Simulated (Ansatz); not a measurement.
**BHLYP/def2-SVP (core potential) run of SnGeH6 (SMILES [GeH3][SnH3])**

What is the electronic atomisation energy of SnGeH6 at BHLYP/def2-SVP (core potential)? 

Program for the calculation: Ansatz 0.2.0.

41 further runs of the same task are left out: 41 set aside as unsound or not needed.

## 1. The molecule

SnGeH6 has 8 atoms, charge 0, and is taken as a singlet. SMILES: `[GeH3][SnH3]`. The shape is that of a PBE0-D4/def2-TZVP optimisation.

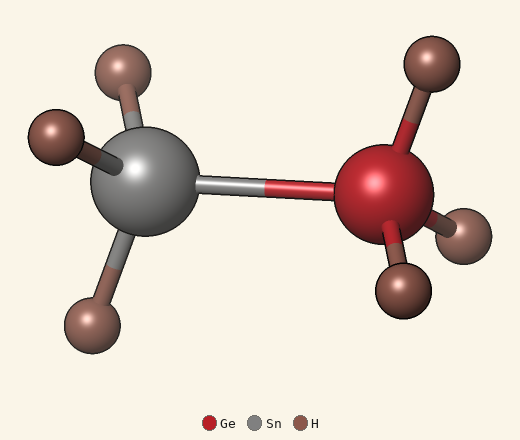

The structure, seen from a chosen angle (germanium red, tin grey, hydrogen brown).

## 2. The energy at BHLYP/def2-SVP (core potential)

Input file molecule.yaml:

```yaml
crystal:
  periodic: [false, false, false]
  atoms:
    - {symbol: Ge, position_ang: [-0.754100, 0.285800, -1.041300]}
    - {symbol: Sn, position_ang: [0.751500, -0.290300, 0.992300]}
    - {symbol: H, position_ang: [-1.830800, 1.307300, -0.639500]}
    - {symbol: H, position_ang: [-1.453400, -0.978600, -1.567000]}
    - {symbol: H, position_ang: [0.087500, 0.886500, -2.179300]}
    - {symbol: H, position_ang: [-0.187600, -0.932800, 2.265200]}
    - {symbol: H, position_ang: [1.931000, -1.444200, 0.553800]}
    - {symbol: H, position_ang: [1.547900, 1.109100, 1.560100]}
basis:
  gaussian:
    orbitals: def2-SVP
output:
  orbitals: {seedname: orbitals}
hamiltonian:
  xc: {name: BHLYP}
accuracy: high
```

Run with:

```bash
$ ansatz run molecule.yaml --threads 1 --pin off --max-ram 3480MiB --events-out events.jsonl --progress --plain --runs-dir runs
```

Standard output:

```text
Warning: RAYON_NUM_THREADS=1 ignored (pool sized by the plan → 1); use --threads N
Functional definition: BHLYP
  name "BHLYP"
  parameter a = 0.5
  exchange = (1 - a)*b88_x + a*exact_x
  correlation = lyp_c
2024 factors; integrals over basis functions are off by at most 1.1e-8 eV
mean field evaluation 1: about -62436.6567 eV, gradient 1.1e1 eV
mean field evaluation 2: about -62436.8382 eV, gradient 6.5e0 eV
mean field evaluation 4: about -62436.8813 eV, gradient 1.2e0 eV
mean field evaluation 8: about -62437.0138 eV, gradient 7.7e-3 eV
mean field evaluation 16: about -62437.0138 eV, gradient 8.1e-7 eV
mean field -62437.01382047 eV, -2294.5179365744 hartree, gradient 2.0e-8 eV, S^2 0.000000; 0 other end points of the search recorded, 0 dependent functions left out
reference -62437.01385138 eV, -2294.5179377103 hartree; 30, 30 occupied and 58, 58 virtual orbitals, 2024 factors
Total energy: -62437.01385138 eV, -2294.5179377103 hartree
```

Run time: 7.2 s. Hardware: 1 thread of Arm Neoverse V2, shared host; peak memory 0.32 GiB.

## 3. The Ge atom, same level

Input file job.yaml:

```yaml
crystal:
  periodic: [false, false, false]
  atoms:
    - symbol: Ge
      position_ang: [0.000000, 0.000000, 0.000000]
basis:
  gaussian:
    orbitals: def2-SVP
hamiltonian:
  xc: {name: BHLYP}
accuracy: high
magnetization:
  spin_polarized: true
  initial_magnetization: 2
```

Run the same way, it converges to -2076.64298 Eh (log not shown).

## 4. The H atom at the same level

Input file job.yaml:

```yaml
crystal:
  periodic: [false, false, false]
  atoms:
    - {symbol: H, position_ang: [0.000000, 0.000000, 0.000000]}
basis:
  gaussian:
    orbitals: def2-SVP
magnetization:
  spin_polarized: true
  initial_magnetization: 1
hamiltonian:
  xc: {name: BHLYP}
accuracy: high
```

Run the same way, it converges to -0.49784 Eh (log not shown).

## 5. The Sn atom

Input file in.yaml:

```yaml
crystal:
  periodic: [false, false, false]
  atoms:
    - {symbol: Sn, position_ang: [0.000000, 0.000000, 0.000000]}
basis:
  gaussian:
    orbitals: def2-SVP
hamiltonian:
  xc: {name: BHLYP}
accuracy: high
magnetization:
  spin_polarized: true
  initial_magnetization: 2
```

Run the same way, it converges to -214.18391 Eh (log not shown).

## 6. Summary of results

Level: BHLYP/def2-SVP (core potential).

| quantity | value |
| --- | --- |
| molecule: total energy | -2294.51794 Eh |
| molecule: HOMO energy | -8.81 eV |
| molecule: LUMO energy | 1.01 eV |
| molecule: HOMO–LUMO gap | 9.83 eV |
| Ge atom: total energy | -2076.64298 Eh |
| Ge atom: ⟨S²⟩ | 2.003 |
| H atom: total energy | -0.49784 Eh |
| H atom: ⟨S²⟩ | 0.750 |
| Sn atom: total energy | -214.18391 Eh |
| Sn atom: ⟨S²⟩ | 2.003 |
| electronic atomisation energy | 19.157 eV |

What this shows: Taking the molecule apart into free atoms costs 19.16 eV (442 kcal/mol), before zero-point energy and without spin-orbit coupling.
